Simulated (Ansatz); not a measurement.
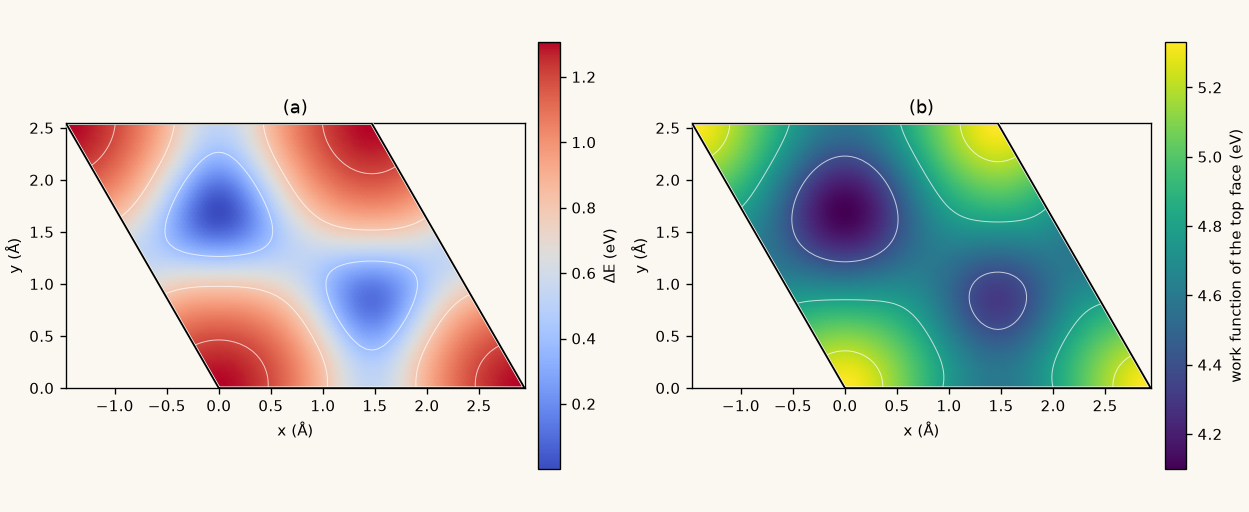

Cl on a Ti(001) slab cut from the P6_3/mmc phase, its upper half relaxed before the scan (5 atoms of substrate and one adsorbate in a 1 × 1 cell). 
- Cl is moved over the surface cell; relaxed at each place: the height of the adsorbate's atoms; substrate rigid; the origin of the map has the adsorbate above Ti5.
- Places are given modulo a cell vector. The map is drawn in real space over the plane of the surface.
- The grid has 6 × 6 points; 10 points were computed and 26 follow by symmetry.
- Energies: eV, counted from the lowest grid point.
- With one adsorbate in each 1 × 1 cell, its nearest image is 2.9 Å away, so neighbouring adsorbates interact.
- Level of theory: DFT PBE, scalar-relativistic, plane waves, PAW in Ansatz. Settings: cutoff 420 eV, k-mesh 9×9×1, gaussian smearing 0.1 eV, no spin polarisation.

Panel (a) is the energy; panel (b) is the computed work function of the top face, in eV.

Drawn: a smooth colour map with a few white contour lines, the outline of one cell of the plane. Between grid points the surface is interpolated.

How does the work function of the top face vary over the map, and what is it at the lowest grid point?

It runs from 4.10 eV at a threefold hollow, (2/6, 4/6) of the cell vectors to 5.33 eV at the top site over a surface Ti atom, (0/6, 0/6) of the cell vectors. At the lowest grid point, a threefold hollow, (2/6, 4/6) of the cell vectors, it is 4.10 eV.

PAW datasets: the set soft_1.
